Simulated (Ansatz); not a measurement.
Cost and result by functional for the adsorption energy of F on the 1x1 (0001) surface of hcp Ru, one in a 2x2 cell, started at the site 'hollow Ru-Ru-Ru over Ru at depth 2.1 Å', in Ansatz (plane waves, PAW). Single points on the PBE structure, on one kind of machine; costs are rough ratios of the slab run's core time (references not counted) to the cheapest single point. r2SCAN's cost holds its higher cutoff (500 against 420 eV). Differences are taken against r2SCAN for comparison alone: no measured value is at hand, so the table doesn't rank accuracy.

Model: 17-atom slab, 6.3 Å thick at the start under the adsorbate (thin: gaps and levels are the slab's own), 6x6x1 mesh, Fermi-Dirac 0.1 eV, dipole correction, 8 atoms held, the rest relaxed; symmetry of the start imposed; no spin, no spin-orbit, no U, no dispersion correction. At the end it is bonded to 3 Ru. In PBE this state lies 0.09 eV over the lowest of the starts that converged ('bridge Ru-Ru (span 2.7 Å)'). These notes are the PBE run's. Adsorption energies are against ½ F2(g). A negative adsorption energy means that the adsorbate is more stable on the surface than in its reference.

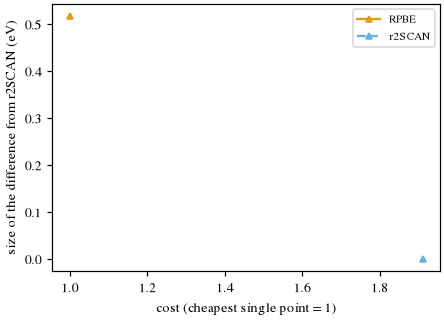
Difference from r2SCAN against cost

| functional | relative cost | adsorption energy (eV) | less r2SCAN (eV) |
|---|---|---|---|
| RPBE | 1 | -2.63 | 0.52 |
| r2SCAN | 2 | -3.15 | 0.00 |
| PBE (the relaxed run's value) | – | -2.82 | 0.33 |

The values span 0.52 eV, while the single points' costs differ by a factor of roughly 2. Differences are of unrounded values.

Ansatz is an electronic-structure program.
